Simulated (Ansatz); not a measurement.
# Si2N2H8 (SMILES N[SiH2][SiH2]N): CCSD(T)/6-31G(d) (spherical functions)

What is the electronic atomisation energy of Si2N2H8 at CCSD(T)/6-31G* (spherical functions)? 

The calculation is run with Ansatz 0.2.0.

41 further runs of the same task are left out: 41 set aside as unsound or not needed. Runs told in other sessions of the task aren't counted.

**1. The structure to begin with**

Si2N2H8 has 12 atoms, charge 0, and is taken as a singlet. As SMILES, `N[SiH2][SiH2]N`. The shape is that of a PBE0-D4/def2-TZVP optimisation. This is one conformer, not always the lowest.

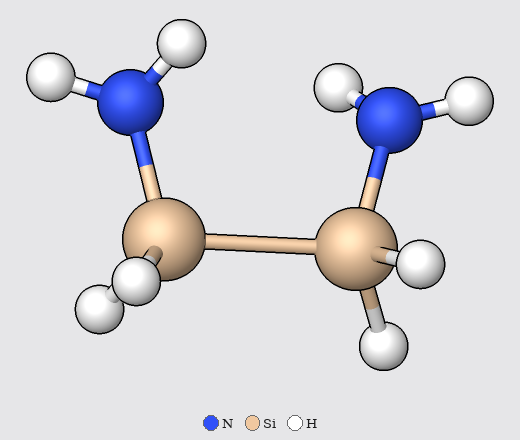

Viewed from a chosen angle; nitrogen blue, silicon light orange, hydrogen white.

**2. The energy at CCSD(T)/6-31G(d) (spherical functions)**

Input file input.yaml:

```yaml
crystal:
  periodic: [false, false, false]
  atoms:
    - {symbol: N, position_ang: [-1.097900, 1.361200, -0.600700]}
    - {symbol: Si, position_ang: [0.237500, 1.274800, 0.494900]}
    - {symbol: Si, position_ang: [0.906400, -0.977600, 0.422600]}
    - {symbol: N, position_ang: [-0.305600, -1.754400, -0.535700]}
    - {symbol: H, position_ang: [-1.011200, 0.880200, -1.483000]}
    - {symbol: H, position_ang: [-1.608700, 2.223300, -0.711100]}
    - {symbol: H, position_ang: [1.390800, 2.179400, 0.189700]}
    - {symbol: H, position_ang: [-0.252100, 1.681300, 1.841800]}
    - {symbol: H, position_ang: [1.090200, -1.519500, 1.806200]}
    - {symbol: H, position_ang: [2.216100, -1.161900, -0.262900]}
    - {symbol: H, position_ang: [-1.268400, -1.510600, -0.360100]}
    - {symbol: H, position_ang: [-0.219800, -2.731700, -0.767700]}
basis:
  gaussian: {orbitals: 6-31G_st_-spherical.json}
correlation: {method: ccsd_t, frozen_orbitals: {H: 0, "N": 1, Si: 5}}
accuracy: high
scf: {omitted_lower_state_checks: [cluster_reference, increment]}
```

The basis set 6-31G* is read from a file made from the Basis Set Exchange's data (not shown).

Launch:

```console
$ ansatz run input.yaml --threads 1 --pin off --max-ram 2610MiB --events-out events.jsonl --progress --plain --runs-dir runs
```

Output, shortened:

```text
Warning: RAYON_NUM_THREADS=1 ignored (pool sized by the plan → 1); use --threads N
Functional definition: HF
  name "HF"
[...]
1921 factors; integrals over basis functions are off by at most 3.9e-9 eV
[...]
mean field -18814.35442155 eV, -691.4147721645 hartree, gradient 3.6e-8 eV, S^2 0.000000; 0 other end points of the search recorded, 0 dependent functions left out
12 core orbitals not correlated: weight in the atoms' cores, before any rotation towards them, 1.000 or more for the frozen orbitals, at most 0.000 for the correlated occupied ones
reference -18814.35442155 eV, -691.4147721645 hartree; 13, 13 occupied and 55, 55 virtual orbitals, 1921 factors
second order -13.16742004 eV of doubles, -0.00000000 eV of singles
cycle   1  -14.08402283 eV  change   -9.2e-1 eV  update   8.7e-2
[...]
cycle  20  -14.60674914 eV  change   7.3e-11 eV  update   2.8e-9
perturbative correction -0.32388093 eV, -0.0119024045 hartree
Total energy: -18829.28505162 eV, -691.9634626992 hartree
Checks for a lower state left out: cluster_reference, increment
```

Run time: 8.4 s. Hardware: 1 thread of Intel Xeon 6975P-C (Granite Rapids), shared host; peak memory 0.4 GiB.

**3. The H atom: a single-point energy at UHF/6-31G(d) (spherical functions)**

Input file input.yaml:

```yaml
crystal:
  periodic: [false, false, false]
  atoms:
    - {symbol: H, position_ang: [0.000000, 0.000000, 0.000000]}
basis:
  gaussian:
    orbitals: "6-31G*"
magnetization:
  spin_polarized: true
  initial_magnetization: 1
hamiltonian:
  xc: hf
accuracy: high
```

Launch:

```console
$ ansatz run input.yaml --threads 1 --pin off --max-ram 2610MiB --events-out events.jsonl --progress --plain --runs-dir runs
```

Output:

```text
Warning: RAYON_NUM_THREADS=1 ignored (pool sized by the plan → 1); use --threads N
[... 2 set-up lines as earlier in the session ...]
  exchange = exact_x
  correlation = 0
3 factors; integrals over basis functions are off by at most 5.4e-10 eV
mean field evaluation 1: about -13.5385 eV, gradient 1.4e0 eV
mean field evaluation 2: about -13.5385 eV, gradient 1.4e0 eV
mean field evaluation 4: about -13.5577 eV, gradient 3.5e-5 eV
mean field evaluation 8: about -13.5576 eV, gradient 2.4e-12 eV
mean field -13.55760813 eV, -0.4982329092 hartree, gradient 4.4e-8 eV, S^2 0.750000; 0 other end points of the search recorded, 0 dependent functions left out
reference -13.55760813 eV, -0.4982329092 hartree; 1, 0 occupied and 1, 2 virtual orbitals, 3 factors
Total energy: -13.55760813 eV, -0.4982329092 hartree
```

It took 0.04 s on 1 thread of Intel Xeon 6975P-C (Granite Rapids), shared host.

**4. The N atom, same level**

Input file job.yaml:

```yaml
crystal:
  periodic: [false, false, false]
  atoms:
    - {symbol: "N", position_ang: [0.000000, 0.000000, 0.000000]}
basis:
  gaussian:
    orbitals: 6-31G_st_-spherical.json
accuracy: high
magnetization:
  spin_polarized: true
  initial_magnetization: 3
scf:
  omitted_lower_state_checks: [cluster_reference, increment]
correlation:
  method: ccsd_t
  frozen_orbitals: {"N": 1}
```

The basis set 6-31G* is read from a file made from the Basis Set Exchange's data (not shown).

Run the same way, it converges to -54.47214 Eh (log not shown).

**5. The Si atom at the same level**

Input file in.yaml:

```yaml
crystal:
  periodic: [false, false, false]
  atoms:
    - {symbol: Si, position_ang: [0.000000, 0.000000, 0.000000]}
basis:
  gaussian: {orbitals: 6-31G_st_-spherical.json}
magnetization: {spin_polarized: true, initial_magnetization: 2}
correlation: {method: ccsd_t, frozen_orbitals: {Si: 5}}
accuracy: high
scf: {omitted_lower_state_checks: [cluster_reference, increment]}
```

The basis set 6-31G* is read from a file made from the Basis Set Exchange's data (not shown).

Run the same way, it converges to -288.88797 Eh (log not shown).

**6. What came out**

Level: CCSD(T)/6-31G* (spherical functions), 12 core orbitals frozen.

| quantity | value |
| --- | --- |
| molecule: total energy | -691.96346 Eh |
| molecule: correlation energy (12 core orbitals frozen) | -548.7 mEh |
| molecule: (T) correction | -11.90 mEh |
| molecule: T1 diagnostic | 0.011 |
| H atom: total energy | -0.49823 Eh |
| H atom: ⟨S²⟩ | 0.750 |
| N atom: total energy | -54.47214 Eh |
| N atom: correlation energy (1 core orbital frozen) | -87.1 mEh |
| N atom: (T) correction | -0.65 mEh |
| N atom: ⟨S²⟩ of the reference determinant | 3.755 |
| N atom: T1 diagnostic | 0.004 |
| Si atom: total energy | -288.88797 Eh |
| Si atom: correlation energy (5 core orbitals frozen) | -57.0 mEh |
| Si atom: (T) correction | -0.83 mEh |
| Si atom: ⟨S²⟩ of the reference determinant | 2.006 |
| Si atom: T1 diagnostic | 0.010 |
| electronic atomisation energy | 34.215 eV |

Taking the molecule apart into free atoms costs 34.21 eV (3301 kJ/mol), before zero-point energy and without spin-orbit coupling. The triples (molecule) make up 2.2 % of the correlation energy. The triples (N atom) make up 0.7 % of the correlation energy. The triples (Si atom) make up 1.4 % of the correlation energy.
